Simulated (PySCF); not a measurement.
## Electronic structure of IO (charge +1, triplet) in real space

```json
{"atom": "I", "x (Å)": "0.0000", "y (Å)": "0.0000", "z (Å)": "-0.2057"}
{"atom": "O", "x (Å)": "0.0000", "y (Å)": "0.0000", "z (Å)": "1.6323"}
```

Core potentials replace the inner electrons of I.

Method: PBE0/aug-cc-pVDZ(-PP), non-relativistic Hamiltonian with scalar-relativistic core potentials where named, at a bond length of 1.838 Å (PySCF 2.14.0).

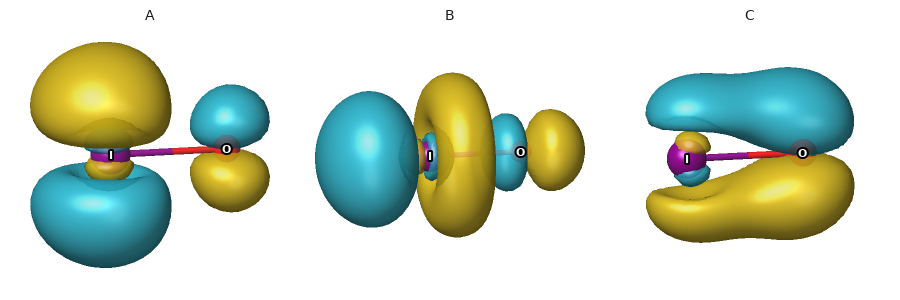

Figure 1. Three frontier α-spin orbitals, each drawn at the value that holds 80 % of its norm (yellow and cyan are the two phases), in no order; of a degenerate pair one member is drawn.

Label each orbital by symmetry, say whether it is occupied, and order them by energy.

Answer. Orbital C: π, occupied in this spin, −20.04 eV; mainly on O (70 %).
Orbital A: π, occupied in this spin, −16.21 eV; mainly on I (80 %).
Orbital B: σ, empty in this spin, −9.76 eV; mainly on I (70 %).

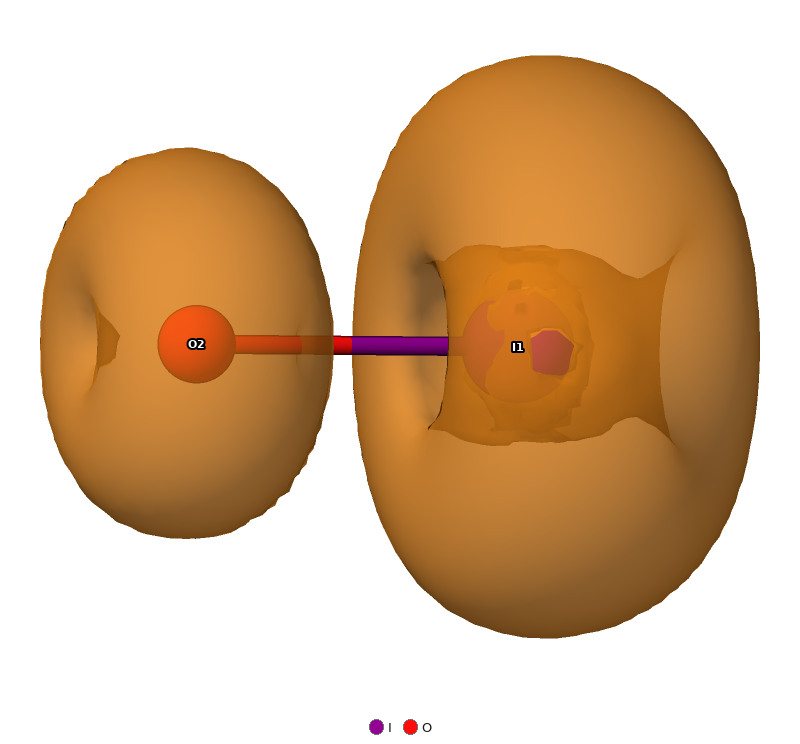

Figure 2. Isosurfaces of the spin density (α minus β) at +0.03 (orange) and −0.03 e/Å³ (purple), seen from one side.

Where is the unpaired spin?

Answer. The unpaired spin (2 electrons) lies mostly on I1 (about 1.0) and O2 (about 1.0), in electrons by Hirshfeld's partition. Only one sign reaches the isovalue.

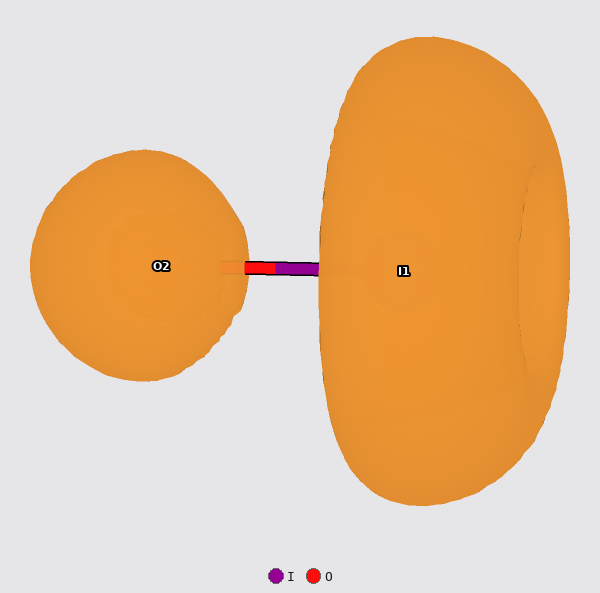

Figure 3. Isosurface of the ELF at 0.75 (orange), seen from one side. Only the valence region is drawn (cores and ρ < 0.01 e/Å³ removed).

Identify the bonds, lone pairs and shells in this picture.

Answer. The ELF exceeds this value in one ring or bowl of non-bonding electrons around I and one region wrapped around O (its lone pairs, merged into a ring or cap). Along the contacts the grid gives the following. I–O (1.84 Å): the ELF peaks at about 0.80 in the valence shell of O, 0.6 Å from its nucleus, and drops to about 0.15 between the two atoms.
